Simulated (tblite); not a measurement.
## Geometry relaxation, with input and output: C₅H₁₃NSi₂ (part 2 of 2)

C₅H₁₃NSi₂; GFN2-xTB geometry optimisation, gas phase (tblite 0.8.0). It belongs to a series of runs on one base structure; here: C-C bond made double.

Geometry of the input (Å):
```
C  -1.4553  2.5098  -0.0834
C  -0.3458  1.8758  0.2551
N  -0.0524  0.4884  0.3288
Si 1.4413  -0.0623  1.0673
Si 2.8934  -0.9471  -0.4925
C  -0.9731  -0.4430  -0.2460
C  -1.3585  -0.3960  -1.5346
C  -1.5339  -1.5109  0.6635
H  -1.5050  3.5927  -0.0559
H  -2.3653  1.9821  -0.3762
H  0.4936  2.4913  0.5830
H  1.0850  -1.0877  2.1082
H  2.0632  1.0913  1.7807
H  4.1633  -1.3883  0.1498
H  2.3047  -2.1218  -1.1848
H  3.2510  0.0694  -1.5192
H  -2.0610  -1.1127  -1.9377
H  -0.9751  0.3519  -2.2069
H  -1.8677  -1.0775  1.6159
H  -2.4088  -2.0001  0.2173
H  -0.8025  -2.2884  0.8674
```

Trajectory as extended XYZ, continued
```
21
Properties=species:S:1:pos:R:3:forces:R:3 step=73 energy=-644.38785
C    -1.5049    2.4390   -0.1238   -0.0050  -0.0010   0.0200
C    -0.4038    1.8961    0.3785    0.0090  -0.0120  -0.0080
N    -0.0786    0.5535    0.4472   -0.0050  -0.0160  -0.0220
Si    1.4240   -0.0221    1.1269   -0.0010   0.0070   0.0010
Si    2.6591   -1.0402   -0.5390   -0.0100   0.0060   0.0080
C    -0.8954   -0.3906   -0.2181   -0.0040  -0.0230  -0.0120
C    -1.1387   -0.3241   -1.5196    0.0020   0.0100  -0.0040
C    -1.4100   -1.5033    0.6466    0.0030  -0.0070   0.0010
H    -1.6404    3.5040   -0.0909   -0.0250  -0.0020  -0.0010
H    -2.2923    1.8560   -0.5672    0.0000   0.0150  -0.0010
H     0.3493    2.5269    0.8301    0.0000   0.0020  -0.0010
H     1.0947   -0.8836    2.2768    0.0010  -0.0010   0.0110
H     2.0343    1.1828    1.6975    0.0060   0.0130   0.0040
H     3.9192   -1.5710   -0.0120    0.0040  -0.0080   0.0020
H     1.9624   -2.1613   -1.1792    0.0000  -0.0070   0.0090
H     3.0087   -0.1067   -1.6138    0.0200  -0.0090  -0.0250
H    -1.7618   -1.0499   -2.0118   -0.0030   0.0140   0.0180
H    -0.7370    0.4650   -2.1305    0.0030   0.0120   0.0010
H    -1.7186   -1.1121    1.6141   -0.0020  -0.0020  -0.0090
H    -2.2537   -1.9998    0.1746    0.0100   0.0140  -0.0110
H    -0.6255   -2.2416    0.8132   -0.0040  -0.0060   0.0190
21
Properties=species:S:1:pos:R:3:forces:R:3 step=87 energy=-644.39640
C    -1.5817    2.4219   -0.0416    0.0160  -0.0400   0.0520
C    -0.4463    1.9065    0.4154   -0.0390   0.0240   0.0340
N    -0.0447    0.5827    0.3990    0.0460   0.0280   0.0130
Si    1.4594    0.0257    1.0899   -0.0390   0.0340   0.0600
Si    2.6372   -1.1431   -0.5185    0.0360   0.0240  -0.0110
C    -0.8507   -0.3718   -0.2650    0.0170   0.0640  -0.0010
C    -1.1147   -0.2811   -1.5592   -0.0110   0.0040  -0.0350
C    -1.3609   -1.4854    0.5965   -0.0130  -0.0040  -0.0150
H    -1.7819    3.4718    0.0762    0.0210  -0.0340  -0.0350
H    -2.3439    1.8313   -0.5192    0.0220   0.0020   0.0130
H     0.2720    2.5506    0.9049    0.0120  -0.0350  -0.0230
H     1.1305   -0.7139    2.3282    0.0400  -0.0190  -0.0440
H     2.1272    1.2476    1.5556   -0.0180   0.0110  -0.0350
H     3.8770   -1.6831    0.0507   -0.0210   0.0000   0.0000
H     1.9155   -2.2794   -1.1005   -0.0250  -0.0060   0.0280
H     3.0347   -0.2984   -1.6521   -0.0050  -0.0190   0.0220
H    -1.7421   -1.0000   -2.0516   -0.0270  -0.0370  -0.0470
H    -0.7306    0.5243   -2.1582    0.0170   0.0310  -0.0240
H    -1.7814   -1.0704    1.5100   -0.0090  -0.0310   0.0410
H    -2.1245   -2.0487    0.0709   -0.0700  -0.0290  -0.0170
H    -0.5590   -2.1703    0.8681    0.0510   0.0290   0.0230
21
Properties=species:S:1:pos:R:3:forces:R:3 step=102 energy=-644.41185
C    -1.6978    2.3657    0.1149    0.0140   0.0020   0.0160
C    -0.5157    1.9109    0.5106   -0.0160  -0.0070   0.0210
N    -0.0062    0.6368    0.3434    0.0210  -0.0080   0.0030
Si    1.5214    0.1392    1.0214   -0.0120  -0.0130   0.0010
Si    2.5610   -1.2917   -0.4596    0.0340  -0.0030  -0.0200
C    -0.7935   -0.3171   -0.3502    0.0260  -0.0050   0.0120
C    -1.0509   -0.2006   -1.6437    0.0040   0.0040  -0.0010
C    -1.2836   -1.4506    0.4978   -0.0060  -0.0010   0.0020
H    -1.9824    3.3812    0.3176    0.0050   0.0110   0.0010
H    -2.4098    1.7579   -0.4138   -0.0030  -0.0180   0.0020
H     0.1602    2.5556    1.0546    0.0080   0.0220  -0.0270
H     1.2962   -0.4458    2.3626   -0.0050   0.0140  -0.0110
H     2.2402    1.3947    1.2658   -0.0060   0.0170  -0.0120
H     3.7539   -1.8776    0.1623   -0.0220   0.0170   0.0040
H     1.7217   -2.4205   -0.8738   -0.0060  -0.0060  -0.0070
H     3.0202   -0.6448   -1.6933   -0.0210  -0.0060   0.0230
H    -1.6613   -0.9169   -2.1636   -0.0010  -0.0190   0.0020
H    -0.6779    0.6278   -2.2193    0.0090   0.0230   0.0010
H    -1.8654   -1.0548    1.3301    0.0000  -0.0120  -0.0040
H    -1.9011   -2.1344   -0.0775   -0.0070   0.0120  -0.0160
H    -0.4380   -1.9980    0.9131   -0.0150  -0.0250   0.0100
21
Properties=species:S:1:pos:R:3:forces:R:3 step=116 energy=-644.41529
C    -1.7299    2.3403    0.1733   -0.0190  -0.0110   0.0170
C    -0.5267    1.9112    0.5306    0.0160   0.0160  -0.0010
N     0.0056    0.6504    0.3386   -0.0080  -0.0010   0.0010
Si    1.5462    0.1762    0.9980   -0.0140  -0.0220  -0.0140
Si    2.5330   -1.3367   -0.4353   -0.0100  -0.0050  -0.0230
C    -0.7695   -0.3049   -0.3660   -0.0110   0.0080   0.0000
C    -1.0189   -0.1746   -1.6599   -0.0110   0.0050  -0.0060
C    -1.2721   -1.4474    0.4625   -0.0010   0.0020  -0.0100
H    -2.0330    3.3478    0.3891    0.0060   0.0030  -0.0110
H    -2.4423    1.7134   -0.3323   -0.0160  -0.0060   0.0000
H     0.1532    2.5736    1.0470    0.0150   0.0050   0.0060
H     1.3518   -0.3398    2.3702   -0.0020   0.0090   0.0150
H     2.2738    1.4411    1.1510    0.0150   0.0120   0.0040
H     3.7133   -1.9143    0.2124    0.0170  -0.0100   0.0060
H     1.6778   -2.4667   -0.8159    0.0020   0.0130   0.0190
H     2.9959   -0.7442   -1.6921    0.0040   0.0110  -0.0060
H    -1.6164   -0.8943   -2.1909    0.0050   0.0110  -0.0080
H    -0.6571    0.6702   -2.2201    0.0170  -0.0190   0.0030
H    -1.9032   -1.0648    1.2643    0.0060   0.0080   0.0070
H    -1.8500   -2.1378   -0.1445   -0.0110  -0.0210  -0.0060
H    -0.4403   -1.9817    0.9196    0.0000  -0.0090   0.0060
21
Properties=species:S:1:pos:R:3:forces:R:3 step=131 energy=-644.41660
C    -1.7374    2.3310    0.1930   -0.0030  -0.0010   0.0040
C    -0.5240    1.9108    0.5263   -0.0030  -0.0020   0.0000
N     0.0029    0.6464    0.3417    0.0010  -0.0020  -0.0010
Si    1.5480    0.1789    0.9955    0.0050   0.0010   0.0020
Si    2.5364   -1.3385   -0.4318   -0.0030   0.0030  -0.0020
C    -0.7729   -0.3061   -0.3670   -0.0030   0.0030  -0.0030
C    -1.0095   -0.1714   -1.6630   -0.0060   0.0020  -0.0020
C    -1.2844   -1.4499    0.4549    0.0010   0.0040  -0.0010
H    -2.0337    3.3442    0.3906   -0.0030   0.0030   0.0040
H    -2.4624    1.6946   -0.2827    0.0010  -0.0040  -0.0020
H     0.1679    2.5812    1.0166    0.0010  -0.0010  -0.0030
H     1.3587   -0.3115    2.3783    0.0010  -0.0010  -0.0040
H     2.2849    1.4431    1.1273   -0.0070  -0.0030   0.0030
H     3.7203   -1.9122    0.2147    0.0040  -0.0020  -0.0010
H     1.6773   -2.4694   -0.7969    0.0010  -0.0020   0.0010
H     2.9949   -0.7485   -1.6922   -0.0040  -0.0020   0.0030
H    -1.6088   -0.8821   -2.2037    0.0060  -0.0030  -0.0010
H    -0.6325    0.6708   -2.2168    0.0050  -0.0050   0.0010
H    -1.9151   -1.0680    1.2575    0.0040   0.0070   0.0030
H    -1.8639   -2.1370   -0.1554    0.0040   0.0050  -0.0010
H    -0.4557   -1.9897    0.9124   -0.0040   0.0000   0.0000
```

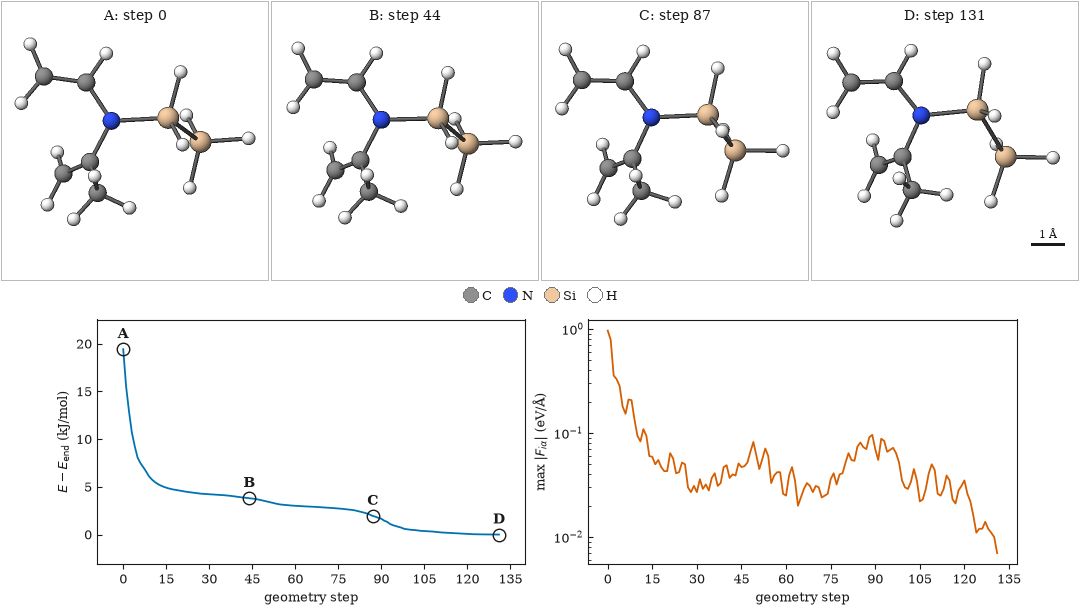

Frames of the relaxation (ball-and-stick view, seen at a tilt) above the curves, on which the letters mark them (steps are counted from 0).

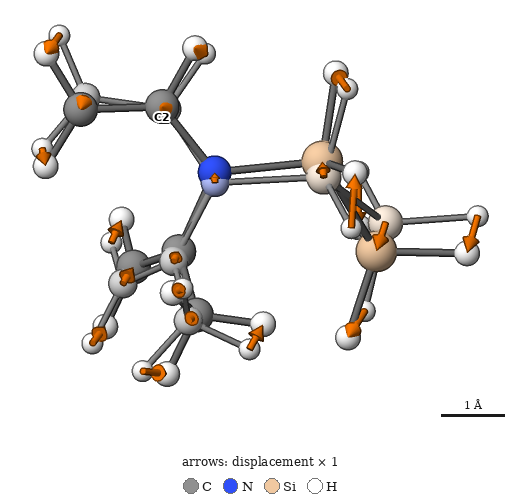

Start (faint) and end (solid) with the displacements as orange arrows, at true length (ball-and-stick view, seen at a tilt). The two geometries are laid on each other by the best rigid fit. After 131 geometry steps the energy has fallen by 19.4 kJ/mol. Largest force component: 0.96 eV/Å at the start, 0.007 eV/Å at the end. The largest moves after the best rigid fit, 0.89 Å, are those of H12 and H16. Largest moves by element: H 0.89 Å, Si 0.53 Å, C 0.43 Å, N 0.17 Å. Among the contacts that change: C2–N3 1.420 → 1.382 Å, Si4–H12 1.504 → 1.479 Å, Si4–H13 1.492 → 1.469 Å, C6–C7 1.346 → 1.324 Å. Among the angles that change: C7–C6–C8 119.7° → 123.6°, N3–Si4–H13 108.3° → 104.3°, C1–C2–N3 130.9° → 127.2°. (Atoms are counted from 1 in the order of the input.)

Summary

- outcome: converged
- total energy: −644.4166 eV
- wall time: 1.4 s
- peak memory: 0.18 GiB
